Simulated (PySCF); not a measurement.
# NMR shielding calculation of C2H7O2PSi

The run: NMR shielding calculation of C2H7O2PSi. Method and program: GIAO PBE/pcSseg-1 NMR shielding, non-relativistic, gas phase (PySCF 2.14.0).

The geometry comes from this level: PBE0-D3(BJ)/def2-SVP. Figures and captions count atoms from 1; the log counts them from 0 in places.

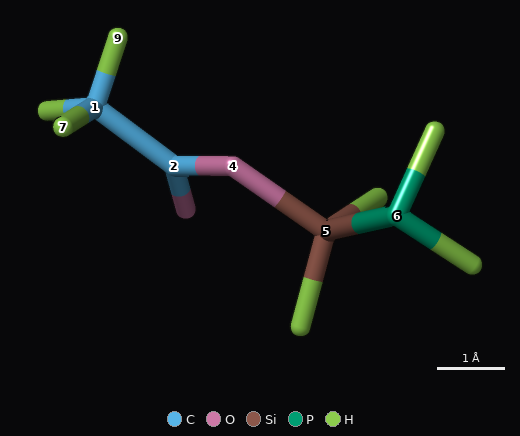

**Figure 1.** The structure (stick view, seen at a tilt; atoms are numbered from 1 in the order of the input). Bond lengths as drawn: C–C 1.50 Å, C–H 1.10 Å, C–O 1.21 to 1.34 Å, H–P 1.43 Å, H–Si 1.49 Å, O–Si 1.72 Å and P–Si 2.25 Å.

## Key numbers

| quantity | value |
| --- | --- |
| outcome | converged |
| total energy | −861.162545 hartree |
| HOMO | −6.51 eV |
| LUMO | −1.16 eV |
| dipole moment | 1.31 D |
| isotropic shielding, C | 6.5 to 158.4 ppm |
| isotropic shielding, O | −136.3 to 109.0 ppm |
| isotropic shielding, Si | 340.3 ppm |
| isotropic shielding, P | 578.8 ppm |
| isotropic shielding, H | 25.3 to 29.8 ppm |
| hardware | 1 CPU thread, shared host |
| wall time | 16 s |
| peak memory | 0.8 GiB |

## Input
```
{"job": {"kind": "nmr", "xc": "PBE", "basis": "pcSseg-1", "pop": false}, "charge": 0, "multiplicity": 1}
C      2.505742     0.498339    -0.098245
C      1.301786    -0.372502     0.080018
O      1.317948    -1.548929     0.343344
O      0.148472     0.293061    -0.080314
Si    -1.296454    -0.620736     0.116496
P     -2.889466     0.896657    -0.373979
H      2.468485     0.985533    -1.083228
H      3.418715    -0.098852     0.000397
H      2.493048     1.297867     0.657300
H     -1.361577    -1.145496     1.507312
H     -1.358468    -1.715958    -0.888354
H     -2.848557     1.501335     0.920486
H     -3.933452    -0.012212    -0.010705
```

The first line tells a small driver script what to run in PySCF; the rest is the geometry in Å.

Run as:
```bash
OMP_NUM_THREADS=1 python <driver script> task.json out
```

## Log
```
coarse grid: 11936 points
cycle   1  E = -860.8889843562  dE =  6.294e-01  |g| = 1.041e+00  |ddm| = 3.229e+00
cycle   2  E = -859.9267425848  dE =  9.622e-01  |g| = 2.360e+00  |ddm| = 2.803e+00
cycle   3  E = -861.0246680740  dE = -1.098e+00  |g| = 5.613e-01  |ddm| = 2.416e+00
cycle   4  E = -861.0827431083  dE = -5.808e-02  |g| = 1.798e-01  |ddm| = 4.762e-01
cycle   5  E = -861.0873261748  dE = -4.583e-03  |g| = 7.572e-02  |ddm| = 1.690e-01
cycle   6  E = -861.0885950236  dE = -1.269e-03  |g| = 1.289e-02  |ddm| = 6.800e-02
cycle   7  E = -861.0886366172  dE = -4.159e-05  |g| = 3.135e-03  |ddm| = 1.579e-02
cycle   8  E = -861.0886393099  dE = -2.693e-06  |g| = 9.263e-04  |ddm| = 4.859e-03
final grid: 106288 points
cycle   9  E = -861.1624832462  dE =  1.172e-05  |g| = 1.851e-02  |ddm| = 2.769e-02
cycle  10  E = -861.1622290951  dE =  2.542e-04  |g| = 4.139e-02  |ddm| = 3.713e-02
cycle  11  E = -861.1625366214  dE = -3.075e-04  |g| = 6.640e-03  |ddm| = 2.739e-02
cycle  12  E = -861.1625448140  dE = -8.193e-06  |g| = 1.126e-03  |ddm| = 4.746e-03
cycle  13  E = -861.1625450436  dE = -2.296e-07  |g| = 2.741e-04  |ddm| = 9.657e-04
cycle  14  E = -861.1625450638  dE = -2.014e-08  |g| = 3.216e-05  |ddm| = 3.432e-04
cycle  15  E = -861.1625450641  dE = -3.174e-10  |g| = 7.171e-06  |ddm| = 5.726e-05
```

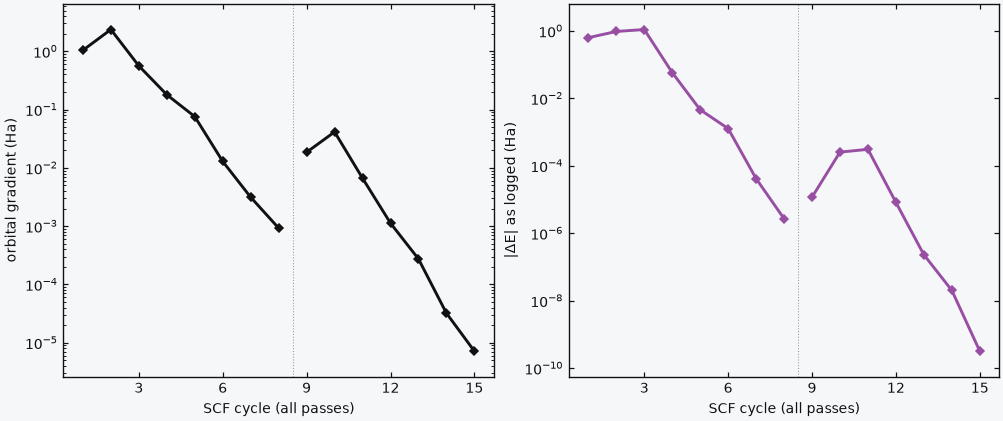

**Figure 2.** Convergence of the self-consistent field: orbital gradient and size of the energy change against the SCF cycle. The dotted line marks the change from a coarse to the final integration grid. The first 8 cycles use a coarse grid, the final grid takes over at cycle 9, and the field converges after 15 cycles in all.

```
converged SCF energy = -861.1625450641

GIAO shielding tensors (ppm)
atom      isotropic    diamagn.    paramagn.     s11        s22        s33       span
  0 C      158.406     247.934     -89.528    136.928    148.962    189.329     52.401
  1 C        6.476     250.893    -244.416    -87.840     39.442     67.828    155.668
  2 O     -136.252     403.418    -539.670   -376.501   -251.424    219.168    595.668
  3 O      109.025     402.728    -293.702    -41.031    153.382    214.725    255.756
  4 Si     340.340     881.450    -541.110    270.745    348.702    401.572    130.827
  5 P      578.765     967.354    -388.589    519.047    567.400    649.848    130.801
  6 H       28.973      28.363       0.611     25.309     28.480     33.131      7.822
  7 H       29.484      26.783       2.701     25.453     27.955     35.045      9.591
  8 H       28.990      28.321       0.669     25.498     28.309     33.163      7.665
  9 H       25.326      30.231      -4.905     21.223     24.944     29.812      8.589
 10 H       25.751      29.780      -4.029     22.090     24.980     30.182      8.092
 11 H       29.330      29.612      -0.281     24.651     26.742     36.598     11.947
 12 H       29.833      28.189       1.644     25.352     26.491     37.657     12.305
```

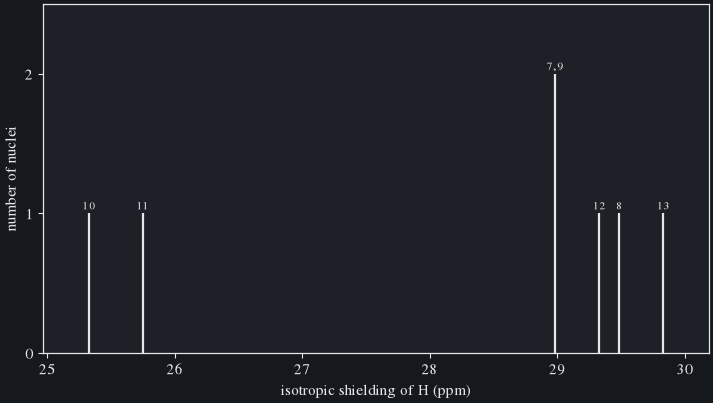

**Figure 3.** Isotropic shieldings of the hydrogen nuclei in this fixed geometry, labelled by atom number; shielding grows to the right, so chemical shift grows to the left. The least shielded is H10 (25.3 ppm), the most shielded H13 (29.8 ppm).
